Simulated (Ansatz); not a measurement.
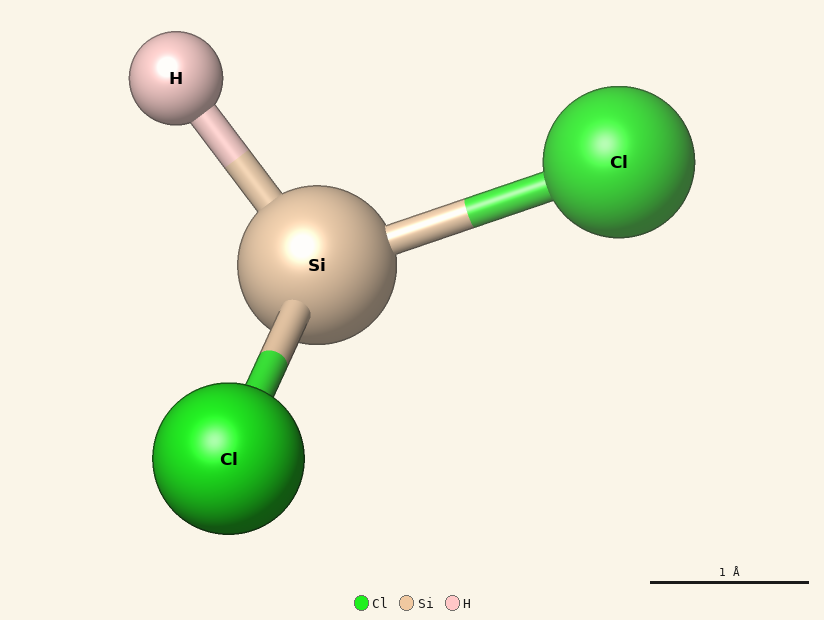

Distant atoms are faded towards the background colour. Charge 0, doublet. The computed structure is the end point of a PBE0-D4/def2-TZVP optimisation. No frequency run is at hand to confirm it as a minimum. Masses are those of the most abundant isotopes; constants are for the rigid equilibrium geometry.

**Classify the rotor and give the rotational constants (cm⁻¹).**

An asymmetric top (Cs): A = 0.532, B = 0.0849, C = 0.0742 cm⁻¹. Ray's parameter κ is −0.95, close to the prolate limit.
